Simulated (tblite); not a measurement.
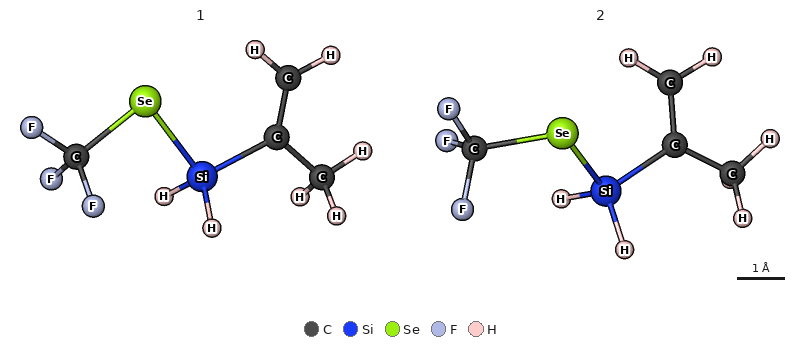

Two geometries of C4H7F3SeSi, drawn at one scale. One is the start of a relaxation, the other its converged end. The picture is a ball-and-stick view, seen at a tilt.

Theory: tblite, GFN2-xTB geometry optimisation, gas phase. 

> Which geometry has the lower energy?

Structure 1 is the relaxed one. The atom that moves furthest after the best rigid fit is the Se atom (0.93 Å). Largest moves by element: Se 0.93 Å, F 0.83 Å, H 0.83 Å, C 0.53 Å, Si 0.33 Å. Near-neighbour distances that change, for instance: C–F 1.397 → 1.326 Å, C–C 1.455 → 1.497 Å, C–F 1.376 → 1.338 Å, C–H 1.125 → 1.088 Å. Among the angles between lasting bonds that change: Si–Se–C 108.0° → 93.5°, C–C–Si 122.8° → 115.5°, C–C–H 115.2° → 122.4°. Groups turn about C–Si by about 35°, C–C by about 30°, Se–Si by about 30°. Over 122 geometry steps the energy falls by 57.5 kJ/mol.
